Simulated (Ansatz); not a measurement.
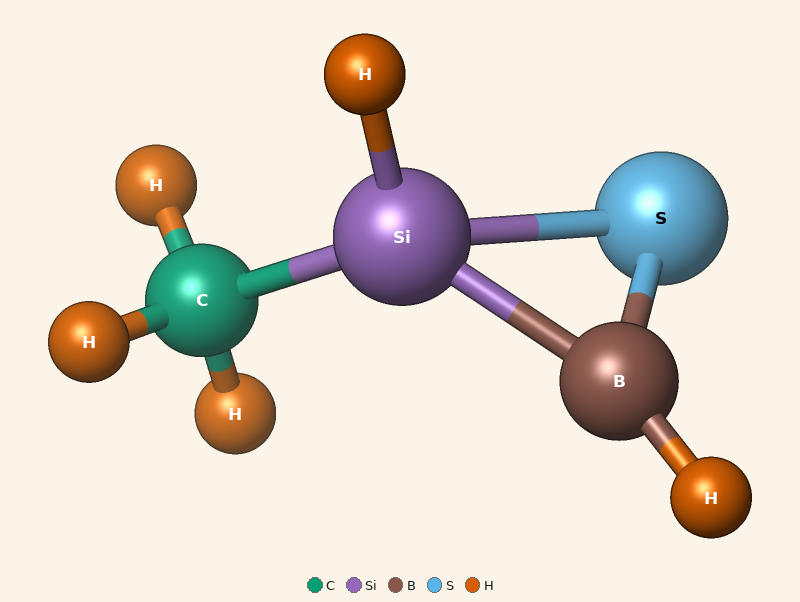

A ball-and-stick model of a molecule.

The computed structure is the end point of a PBE0-D4/def2-TZVP optimisation.

Identify the structure.

It has 9 atoms: 1 carbon, 5 hydrogen, 1 boron, 1 sulfur and 1 silicon (CH₅BSSi). As SMILES it reads `C[Si@H]1BS1`. Independent rings (smallest set): 1 of 3 members. Among its groups: Si–H bond, B–H bond. The point group is C1. Coordination, clear cases only: 1 C tetrahedral.

The parts below concern this one geometry. Atoms keep their numbers from picture to picture.

## Shape

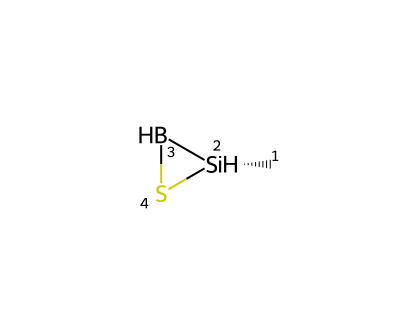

A structural formula, with wedges where it has stereocentres; small numbers name the atoms. The configuration is that of a computed structure (PBE0-D4/def2-TZVP).

Question: Give the R/S and E/Z labels.

Answer: Si2: R.

## Vibrations

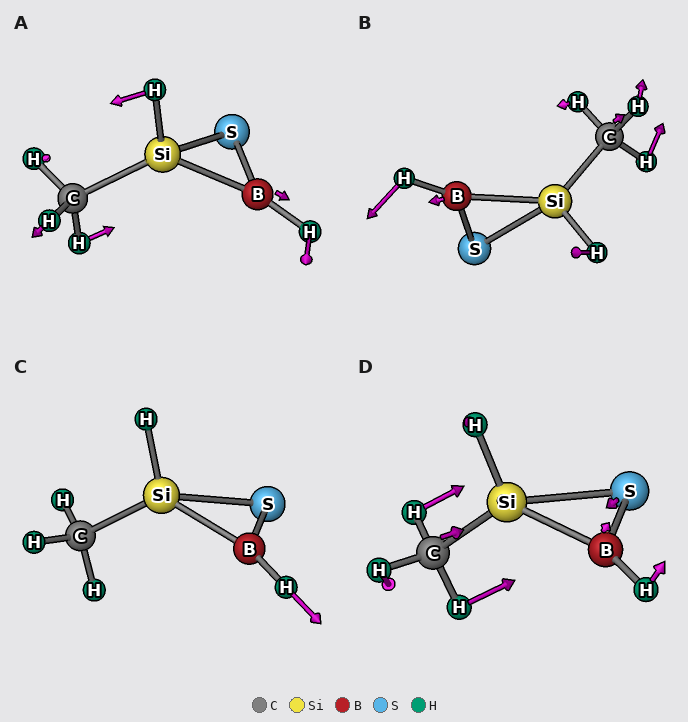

4 normal modes of one molecule or complex, as arrows. Harmonic vibrations computed with RKS PBE0-D4/def2-TZVP (Ansatz 0.2.0) at a stationary point of the same level.

Question: Match the panels to the wavenumbers 178 cm⁻¹, 627 cm⁻¹, 865 cm⁻¹, 2717 cm⁻¹.

Answer: A: 865 cm⁻¹
B: 627 cm⁻¹
C: 2717 cm⁻¹, B–H stretching
D: 178 cm⁻¹

## Charges

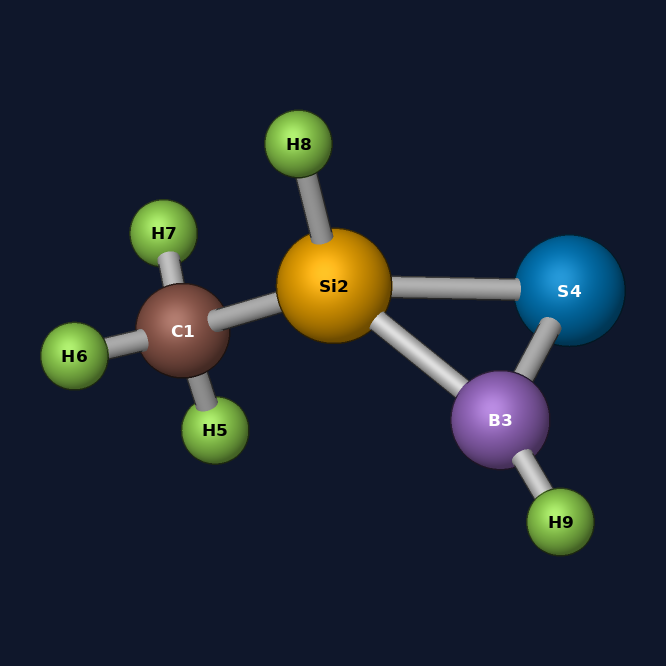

The questions are on Mulliken charges. Method: RKS PBE0-D4/def2-TZVP (Ansatz 0.2.0).

List the Mulliken charges.

```
atom  value (e)
  C1      −0.48
 Si2       0.13
  B3       0.01
  S4      −0.16
  H5       0.15
  H6       0.14
  H7       0.15
  H8      −0.01
  H9       0.06
```

## Electronic properties

Level of theory: RKS B3LYP-D4/def2-TZVPP (Ansatz 0.2.0).

What does the calculation give?

- dipole moment: 1.73 D
- HOMO energy (Kohn–Sham orbital): −6.79 eV
- LUMO energy (Kohn–Sham orbital): −1.79 eV
- HOMO–LUMO gap: 5.00 eV
- dispersion correction: −32.2 kJ/mol

Mulliken values depend strongly on the basis set and can even reverse the polarity of a bond.
